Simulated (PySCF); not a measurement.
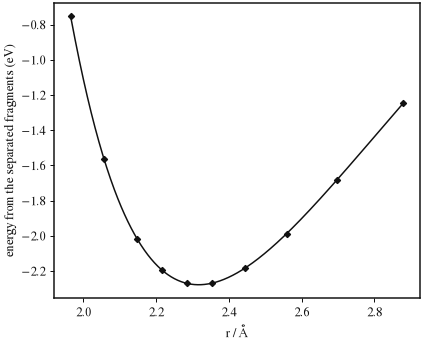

Bond curve of Br₂, singlet. revPBE/def2-TZVPPD with PySCF, UKS. One reference determinant with the occupation held, the lowest that a PBE0 search over spins and occupations found; no spin-orbit coupling. Zero is the separated fragments in their ground configurations, without counterpoise. With revPBE the solution stays closed-shell at all points drawn; such a solution can't reach the open-shell fragments at long range. 2 further points of the run are not drawn.

What constants does a Dunham fit to the curve give (main isotopes)?

re = 2.317 Å, ωe = 311 cm⁻¹, ωexe = 0.9 cm⁻¹, De = 2.28 eV, Be = 0.0796 cm⁻¹.

How stiff is the bond?

The force constant is 2.25 mdyn/Å, which gives ωe = 311 cm⁻¹.

Note: no scalar relativity; spin-orbit coupling is left out; it can lower the fragment Br more than the molecule, and De with it.
